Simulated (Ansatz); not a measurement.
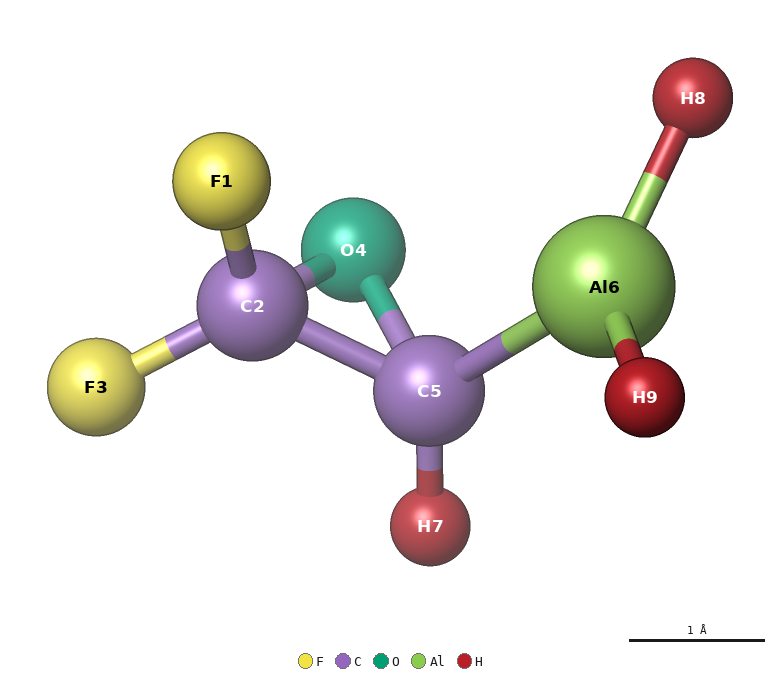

Orthographic view. Depth is shown by fading: the farther an atom, the more it takes the colour of the background. Computed geometry: PBE-D4/def2-SVP optimisation. No frequency run is at hand to confirm it as a minimum.

Write a Z-matrix (Å, degrees) in the order of the atom numbers, with these reference atoms: 2 to 1; 3 to 2, 1; 4 to 2, 3, 1; 5 to 2, 3, 1; 6 to 5, 2, 3; 7 to 5, 2, 3; 8 to 6, 5, 7; 9 to 6, 8, 5.

```
F  
C    1   1.375
F    2   1.342   1   107.7
O    2   1.347   3   118.0   1  -134.0
C    2   1.464   3   125.2   1   146.6
Al   5   1.989   2   113.0   3  -149.9
H    5   1.108   2   114.9   3     9.8
H    6   1.593   5   118.6   7   126.9
H    6   1.599   8   123.9   5  -179.3
```
